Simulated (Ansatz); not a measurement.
# ClGeH3Se: vertical and adiabatic energies of changing the electron count in Python

The task is vertical and adiabatic energies of changing the electron count, for ClGeH3Se. SMILES: [Cl][GeH2][SeH].

Computed with Ansatz 0.2.0, driven from Python. Level of theory: PBE0+D4/def2-SVP.

**1. The system**

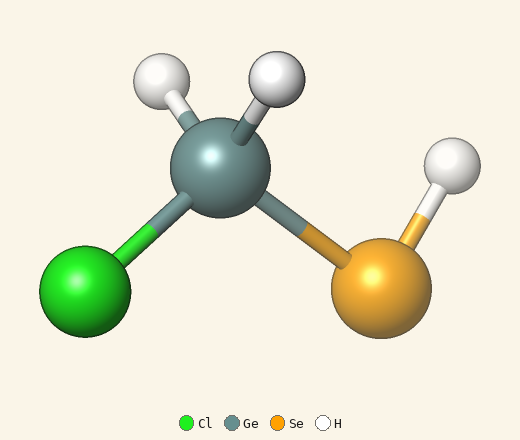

The structure that the script starts from, seen from a chosen angle (chlorine green, germanium teal, selenium orange, hydrogen white).

The script holds or builds the structure itself.

**2. The script**

adiabatic.py reads:

```python
'''Vertical and adiabatic ionisation of ClGeH3Se.'''

import warnings

import ansatz
import numpy as np

warnings.simplefilter('ignore', ansatz.DeckWarning)

geometry_ang = [
    ('Cl', (-2.3321, 0.6934, -0.3665)),
    ('Ge', (-0.3483, -0.0012, -0.4007)),
    ('Se', (0.577, 0.2701, 1.7234)),
    ('H', (-0.2676, -1.4898, -0.7857)),
    ('H', (0.4859, 0.7935, -1.4557)),
    ('H', (1.9272, -0.33, 1.239)),
]
clgeh3se = ansatz.Crystal.molecule()
for symbol, xyz in geometry_ang:
    clgeh3se = clgeh3se.atom(symbol, xyz)

calculation = (
    clgeh3se.calculation()
    .basis(gaussian='def2-SVP')
    .functional('PBE0', dispersion='d4')
)
symbols = [site.symbol for site in clgeh3se.cartesian_sites]
start = np.array([site.position_ang for site in clgeh3se.cartesian_sites], dtype=float)
summary = calculation.relax(force_tolerance=0.01).run(threads=1, pin='off').report
end = np.array(summary['positions_ang'])

minimum = ansatz.Crystal.molecule()
for symbol, place in zip(symbols, end):
    minimum = minimum.atom(symbol, place.tolist())
ion = (
    minimum.calculation()
    .basis(gaussian='def2-SVP')
    .functional('PBE0', dispersion='d4')
    .charge(1)
    .spin('collinear', total=1)
)
vertical = ion.run(threads=1, pin='off').report
settled = ion.relax(force_tolerance=0.01, max_steps=80).run(threads=1, pin='off').report
print(f'vertical ionisation energy   {vertical["free_energy_ev"] - summary["free_energy_ev"]:.3f} eV')
print(f'adiabatic, no zero point     {settled["free_energy_ev"] - summary["free_energy_ev"]:.3f} eV')
print(f'relaxation energy of the ion {vertical["free_energy_ev"] - settled["free_energy_ev"]:.3f} eV')
ionised = np.array(settled['positions_ang'])
print('final positions (A) and the move of each atom')
for symbol, xyz, old in zip(symbols, ionised, end):
    print(f'{symbol:2s} {xyz[0]:10.5f} {xyz[1]:10.5f} {xyz[2]:10.5f}   {np.linalg.norm(xyz - old):7.4f}')
```

**3. The calls as engine input**

The package turns the script's settings into the engine's input (first run):

```yaml
crystal:
  periodic: [false, false, false]
  atoms:
    - { symbol: Cl, position_ang: [-2.3321, 0.6934, -0.3665] }
    - { symbol: Ge, position_ang: [-0.3483, -0.0012, -0.4007] }
    - { symbol: Se, position_ang: [0.577, 0.2701, 1.7234] }
    - { symbol: H, position_ang: [-0.2676, -1.4898, -0.7857] }
    - { symbol: H, position_ang: [0.4859, 0.7935, -1.4557] }
    - { symbol: H, position_ang: [1.9272, -0.33, 1.239] }
basis:
  gaussian:
    orbitals: def2-SVP
hamiltonian:
  xc: pbe0
  dispersion: d4
relax:
  f_tol: 0.01
```

**4. Running it**

Run with:

```console
$ python adiabatic.py
```

Standard output:

```text
vertical ionisation energy   9.462 eV
adiabatic, no zero point     9.210 eV
relaxation energy of the ion 0.252 eV
final positions (A) and the move of each atom
Cl   -2.32561    0.70349   -0.29623    0.0332
Ge   -0.37922   -0.04268   -0.59819    0.1876
Se    0.60925    0.26307    1.69670    0.0259
H    -0.31299   -1.56034   -0.75778    0.0906
H     0.51340    0.87007   -1.43684    0.0920
H     1.93726   -0.29760    1.34614    0.0453
```

Run time: 89 s. Hardware: 1 thread of Arm Neoverse V2, shared host; peak memory 0.45 GiB.

**5. Inputs of later runs**

The engine's inputs for the other runs:

Run 2, against run 1:

```diff
@@ -4,6 +4,6 @@
-    - { symbol: Cl, position_ang: [-2.3321, 0.6934, -0.3665] }
-    - { symbol: Ge, position_ang: [-0.3483, -0.0012, -0.4007] }
-    - { symbol: Se, position_ang: [0.577, 0.2701, 1.7234] }
-    - { symbol: H, position_ang: [-0.2676, -1.4898, -0.7857] }
-    - { symbol: H, position_ang: [0.4859, 0.7935, -1.4557] }
-    - { symbol: H, position_ang: [1.9272, -0.33, 1.239] }
+    - { symbol: Cl, position_ang: [-2.3053522380720186, 0.6902260122697652, -0.3189590384812138] }
+    - { symbol: Ge, position_ang: [-0.27581441544508734, -0.03379621189592671, -0.44193108502808637] }
+    - { symbol: Se, position_ang: [0.5971221235459496, 0.27328160149228115, 1.7171894262262566] }
+    - { symbol: H, position_ang: [-0.33256156739127424, -1.5179569035145932, -0.8354520560029881] }
+    - { symbol: H, position_ang: [0.45948575199935093, 0.8168540002369075, -1.489086089015667] }
+    - { symbol: H, position_ang: [1.8992203453630796, -0.2926084985884341, 1.3220388423016993] }
@@ -16,2 +16,4 @@
-relax:
-  f_tol: 0.01
+magnetization:
+  spin_polarized: true
+  initial_magnetization: 1.0
+total_charge: 1.0
```

Run 3, against run 1:

```diff
@@ -4,6 +4,6 @@
-    - { symbol: Cl, position_ang: [-2.3321, 0.6934, -0.3665] }
-    - { symbol: Ge, position_ang: [-0.3483, -0.0012, -0.4007] }
-    - { symbol: Se, position_ang: [0.577, 0.2701, 1.7234] }
-    - { symbol: H, position_ang: [-0.2676, -1.4898, -0.7857] }
-    - { symbol: H, position_ang: [0.4859, 0.7935, -1.4557] }
-    - { symbol: H, position_ang: [1.9272, -0.33, 1.239] }
+    - { symbol: Cl, position_ang: [-2.3053522380720186, 0.6902260122697652, -0.3189590384812138] }
+    - { symbol: Ge, position_ang: [-0.27581441544508734, -0.03379621189592671, -0.44193108502808637] }
+    - { symbol: Se, position_ang: [0.5971221235459496, 0.27328160149228115, 1.7171894262262566] }
+    - { symbol: H, position_ang: [-0.33256156739127424, -1.5179569035145932, -0.8354520560029881] }
+    - { symbol: H, position_ang: [0.45948575199935093, 0.8168540002369075, -1.489086089015667] }
+    - { symbol: H, position_ang: [1.8992203453630796, -0.2926084985884341, 1.3220388423016993] }
@@ -15,0 +16,4 @@
+magnetization:
+  spin_polarized: true
+  initial_magnetization: 1.0
+total_charge: 1.0
@@ -17,0 +22 @@
+  max_steps: 80
```

**6. Run by run**

From the records of these 3 runs:

```csv
run,kind of run,system,unpaired or total moment,energy (eV),<S²>,SCF cycles in all,CPU time (s)
1,relaxation,ClGeH3Se,not set,-134403.2096,0.00,56,27
2,single point,"ClGeH3Se, charge +1",1,-134393.7471,0.75,35,9.1
3,relaxation,"ClGeH3Se, charge +1",1,-134393.9994,0.75,88,52
```

Totals carry meaning only in balanced differences at one level of theory.

**7. How the relaxation of run 1 went**

Step by step:

```
step  energy from step 1 (eV)  largest force component (eV/Å)
   1                   0.0000                          1.4831
   2                  -0.1008                          0.3947
   3                  -0.1271                          0.1306
   4                  -0.1293                          0.0293
   5                  -0.1303                          0.0163
   6                  -0.1303                          0.0018
```

Step 1 is the start.

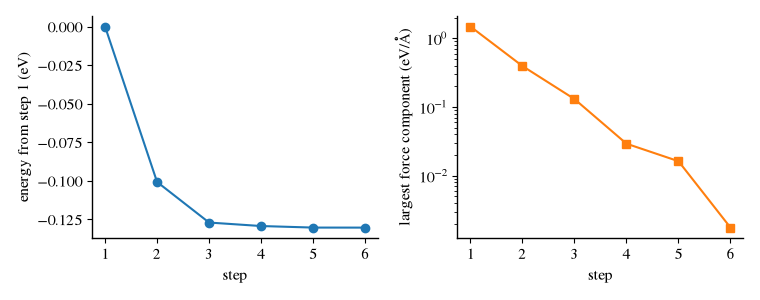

Energy and largest force along the relaxation.

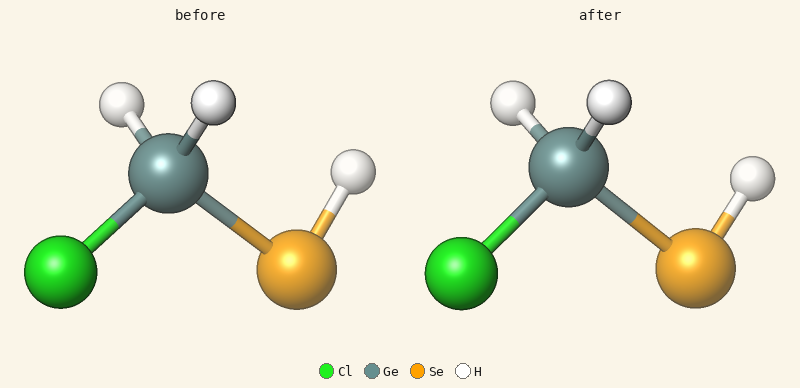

Before and after, at one scale.

Before: Bond lengths: Cl1–Ge2 2.102 Å, Ge2–Se3 2.333 Å, Ge2–H4 1.540 Å, Ge2–H5 1.562 Å, Se3–H6 1.555 Å. Angles: Cl1–Ge2–Se3 108.7°, Cl1–Ge2–H4 111.9°, Cl1–Ge2–H5 110.3°, Se3–Ge2–H4 108.6°, Se3–Ge2–H5 110.1°, H4–Ge2–H5 107.2°, Ge2–Se3–H6 90.9°.

After: Bond lengths: Cl1–Ge2 2.158 Å, Ge2–Se3 2.349 Å, Ge2–H4 1.536 Å, Ge2–H5 1.536 Å, Se3–H6 1.474 Å. Angles: Cl1–Ge2–Se3 104.7°, Cl1–Ge2–H4 107.7°, Cl1–Ge2–H5 107.6°, Se3–Ge2–H4 112.0°, Se3–Ge2–H5 112.1°, H4–Ge2–H5 112.2°, Ge2–Se3–H6 91.8°.

**8. Path of the relaxation of run 3**

Step by step:

```csv
step,E - E(step 1) (eV),largest force component (eV/Å)
1,0.0000,1.7627
2,-0.1686,0.7551
3,-0.2415,0.2766
4,-0.2515,0.0741
5,-0.2521,0.0141
6,-0.2522,0.0031
```

Step 1 is the start.

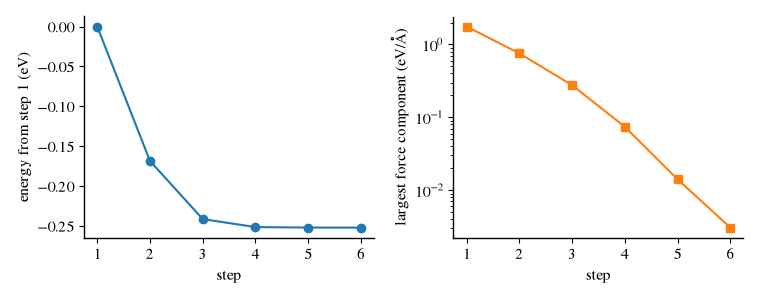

Energy and largest force along the relaxation.

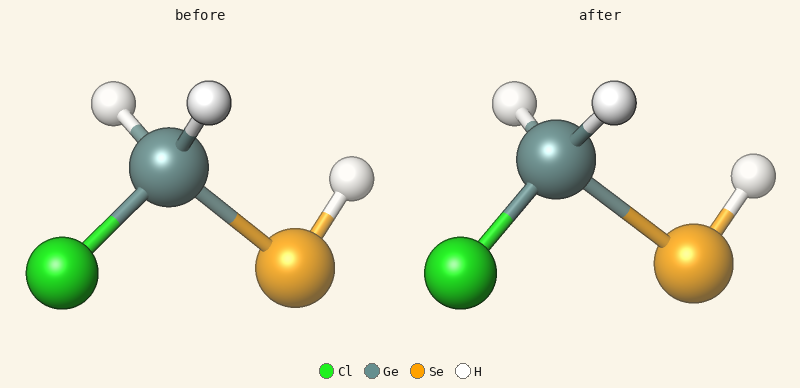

The structure before (left) and after (right) the relaxation, drawn at the same scale.

Before: Bond lengths: Cl1–Ge2 2.158 Å, Ge2–Se3 2.349 Å, Ge2–H4 1.536 Å, Ge2–H5 1.536 Å, Se3–H6 1.474 Å. Angles: Cl1–Ge2–Se3 104.7°, Cl1–Ge2–H4 107.7°, Cl1–Ge2–H5 107.6°, Se3–Ge2–H4 112.0°, Se3–Ge2–H5 112.1°, H4–Ge2–H5 112.2°, Ge2–Se3–H6 91.8°.

After: Bond lengths: Cl1–Ge2 2.106 Å, Ge2–Se3 2.517 Å, Ge2–H4 1.527 Å, Ge2–H5 1.527 Å, Se3–H6 1.484 Å. Angles: Cl1–Ge2–Se3 100.9°, Cl1–Ge2–H4 114.0°, Cl1–Ge2–H5 114.0°, Se3–Ge2–H4 101.5°, Se3–Ge2–H5 101.4°, H4–Ge2–H5 120.7°, Ge2–Se3–H6 95.2°.

**9. What came out**

```
                                  quantity     value
                vertical ionisation energy  9.462 eV
adiabatic ionisation energy, no zero point  9.210 eV
                             runs compared         3
```

In words: The ionisation energy is a difference of two total energies at the neutral geometry; letting the ion relax lowers it by 0.25 eV. The dearest, run 3, took some 5.7 times as long as run 2. Run 1: After 5 moves the largest shift is 0.095 Å, of atom 6 (H). Run 3: The relaxation took 5 moves; the largest shift is 0.188 Å, of atom 2 (Ge). The energies are electronic: no zero-point or thermal terms, and the basis set is short of its limit. The product may relax into another structure. Each relaxation finds its nearest minimum, which needn't be the lowest.
